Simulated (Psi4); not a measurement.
**SiH3O2 (SMILES [O][SiH2]O) at UB3LYP/def2-SVP (sweep point 8)**

Aim: the vertical ionisation energy of SiH3O2 at UB3LYP/def2-SVP (sweep point 8), from 2 runs. Input form: a Python script.

The calculation is run with Psi4 1.11.

4 further runs of the same task are left out: 4 set aside as unsound or not needed.

### 1 The structure to begin with

The species is SiH3O2 (6 atoms), meant as a doublet with charge 0. SMILES: `[O][SiH2]O`. The shape is that of a PBE0-D4/def2-TZVP optimisation. This is one conformer, not always the lowest.

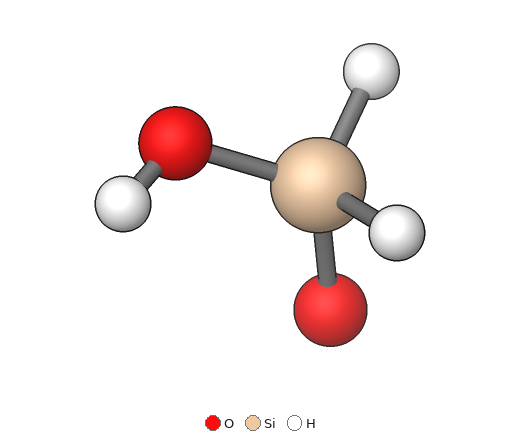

The structure, seen from a chosen angle (oxygen red, silicon light orange, hydrogen white).

### 2 The energy at UB3LYP/def2-SVP (sweep point 8)

Contents of run.py:

```python
import psi4

psi4.set_memory('1600 MB')
psi4.set_num_threads(1)
psi4.set_output_file('run.log', False)

geom = psi4.geometry("""
0 2
O     -3.15943311    -0.92653272     0.21013755
Si    -0.38833872     0.30311207    -0.49775386
O      1.79467290     0.20824782     1.67902166
H      0.22109796    -1.32337521    -2.72441815
H     -0.66801819     3.01260139    -1.12249732
H      2.27976560    -1.39518480     2.36801581
units au
symmetry c1
""")

psi4.set_options({
    'basis': 'def2-SVP',
    'reference': 'uks',
    'puream': True,
    'scf_type': 'pk',
    'dft_radial_points': 250,
    'dft_spherical_points': 1202,
    'maxiter': 150,
})

E, wfn = psi4.energy("b3lyp", return_wfn=True)
print(f'total energy {E:.8f} hartree = {E * 27.211386:.5f} eV')
```

On the command line:

```sh
$ python run.py
```

run.log, shortened:

```text
[...]
  Running in c1 symmetry.
[...]
  Nuclear repulsion =  110.735256139634899
[...]
  Multiplicity = 2
[...]
  Nalpha       = 17
  Nbeta        = 16
[...]
    Number of basis functions: 61
[...]
   @UKS iter   1:  -441.19880404578902   -2.40737e-01   1.44101e-02 ADIIS/DIIS
[...]
   @UKS iter  14:  -441.54285726405737   -2.56378e-07   5.99912e-07 DIIS
[...]
   @S^2 Observed:                7.538590993E-01
[...]
    Orbital Energies [Eh]
    ---------------------
    Alpha Occupied:
       1A    -66.160322     2A    -19.178790     3A    -19.148554
       4A     -5.325204     5A     -3.688083     6A     -3.687333
       7A     -3.685953     8A     -1.009908     9A     -0.970239
      10A     -0.578876    11A     -0.482346    12A     -0.431804
      13A     -0.408492    14A     -0.388569    15A     -0.352312
      16A     -0.336179    17A     -0.327390
    Alpha Virtual:
      18A      0.029958    19A      0.053539    20A      0.089512
      21A      0.115260    22A      0.121757    23A      0.194987
      24A      0.305424    25A      0.399730    26A      0.435542
[...]
  @UKS Final Energy:  -441.54285726405737
   => Energetics <=
    Nuclear Repulsion Energy =            110.7352561396348989
    One-Electron Energy =                -830.1228094738960408
    Two-Electron Energy =                 309.5337330940164975
    DFT Exchange-Correlation Energy =     -31.6890370238127197
    Empirical Dispersion Energy =           0.0000000000000000
    VV10 Nonlocal Energy =                  0.0000000000000000
    Total Energy =                       -441.5428572640573748
[...]
 Multipole Moments:
 ------------------------------------------------------------------------------------
     Multipole            Electronic (a.u.)      Nuclear  (a.u.)        Total (a.u.)
 ------------------------------------------------------------------------------------
 L = 1.  Multiply by 2.5417464519 to convert [e a0] to [Debye]
 Dipole X            :         -1.0364581            1.6382491            0.6017910
 Dipole Y            :         -0.4813838            0.2123426           -0.2690412
 Dipole Z            :          1.0506526           -1.0882060           -0.0375534
 Magnitude           :                                                    0.6602620
[...]
```

The script printed:

```text
total energy -441.54285726 hartree = -12014.99312 eV
```

Wall time 73 s (1 thread of Intel Xeon Platinum 8488C (Sapphire Rapids), shared host); peak memory 1.2 GiB.

### 3 The singlet cation, same level

Contents of job.py:

```python
import psi4

psi4.set_memory('1600 MB')
psi4.set_num_threads(1)
psi4.set_output_file('output.dat', False)

geom = psi4.geometry("""
1 1
O     -3.15943311    -0.92653272     0.21013755
Si    -0.38833872     0.30311207    -0.49775386
O      1.79467290     0.20824782     1.67902166
H      0.22109796    -1.32337521    -2.72441815
H     -0.66801819     3.01260139    -1.12249732
H      2.27976560    -1.39518480     2.36801581
units bohr
symmetry c1
""")

psi4.set_options({
    'basis': 'def2-SVP',
    'puream': True,
    'scf_type': 'pk',
    'dft_radial_points': 250,
    'dft_spherical_points': 1202,
})

E = psi4.energy('b3lyp')
print('E =', round(E, 9))
```

On the command line:

```sh
$ python job.py
```

output.dat, shortened:

```text
[...]
  Running in c1 symmetry.
[...]
  Nuclear repulsion =  110.735256139634899
[...]
  Multiplicity = 1
[...]
  Nalpha       = 16
  Nbeta        = 16
[...]
    Number of basis functions: 61
[...]
   @RKS iter   1:  -440.83048407912725    1.27583e-01   1.25361e-02 DIIS/ADIIS
[...]
   @RKS iter  15:  -441.09272758834055   -1.76565e-08   2.34247e-07 DIIS
[...]
    Orbital Energies [Eh]
    ---------------------
    Doubly Occupied:
       1A    -66.445896     2A    -19.493782     3A    -19.418740
       4A     -5.613075     5A     -3.975643     6A     -3.975061
       7A     -3.973804     8A     -1.269189     9A     -1.235004
      10A     -0.842212    11A     -0.753923    12A     -0.684243
      13A     -0.677197    14A     -0.635784    15A     -0.609906
      16A     -0.597417
[...]
  @RKS Final Energy:  -441.09272758834055
   => Energetics <=
    Nuclear Repulsion Energy =            110.7352561396348989
    One-Electron Energy =                -820.8364634354047666
    Two-Electron Energy =                 300.3552493442613809
    DFT Exchange-Correlation Energy =     -31.3467696368320752
    Empirical Dispersion Energy =           0.0000000000000000
    VV10 Nonlocal Energy =                  0.0000000000000000
    Total Energy =                       -441.0927275883405514
[...]
 Multipole Moments:
 ------------------------------------------------------------------------------------
     Multipole            Electronic (a.u.)      Nuclear  (a.u.)        Total (a.u.)
 ------------------------------------------------------------------------------------
 L = 1.  Multiply by 2.5417464519 to convert [e a0] to [Debye]
 Dipole X            :         -1.0260330            1.6382491            0.6122162
 Dipole Y            :         -0.3636426            0.2123426           -0.1513000
 Dipole Z            :          0.2245431           -1.0882060           -0.8636629
 Magnitude           :                                                    1.0693988
[...]
```

On the terminal:

```text
E = -441.092727588
```

It took 50 s on 1 thread of Intel Xeon Platinum 8488C (Sapphire Rapids), shared host; peak memory 1.2 GiB.

### 4 What came out

At UB3LYP/def2-SVP (sweep point 8):

```
                                          quantity          value
                      doublet SiH3O2: total energy  -441.54286 Eh
                     doublet SiH3O2: dipole moment         1.68 D
doublet SiH3O2: HOMO energy (highest over α and β)       -8.55 eV
 doublet SiH3O2: LUMO energy (lowest over α and β)       -4.86 eV
                              doublet SiH3O2: ⟨S²⟩          0.754
                      singlet cation: total energy  -441.09273 Eh
                       singlet cation: HOMO energy      -16.26 eV
                       singlet cation: LUMO energy      -14.60 eV
                     singlet cation: HOMO–LUMO gap        1.66 eV
vertical ionisation energy (to the singlet cation)      12.249 eV
```

**Reading.** The vertical ionisation energy comes to 12.25 eV (282 kcal/mol). Only the singlet of the ionised species was computed; a triplet could lie lower.
